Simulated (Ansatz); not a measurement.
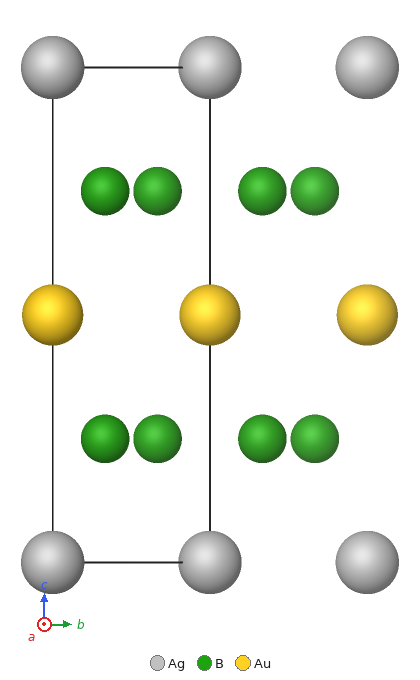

The picture looks along a close-packed row of the hexagonal mesh; c points upwards. Every atom sits on one of the three columns of the mesh; call them A, B, C in the order in which they first turn up. The sequence starts with the first layer at or above the cell's origin.

System AgB₄Au (space group P6/mmm, No. 191); source of the atomic positions: coordinates from a relaxation with DFT PBE, scalar-relativistic, plane waves, PAW in Ansatz; the starting structure was generated, so it need not be a known form of this composition.

Q: Give the sequence of layers in one repeat, with element and column.

A: Ag(A) – B(B)+B(C) – Au(A) – B(B)+B(C) (four layers in 8.23 Å).
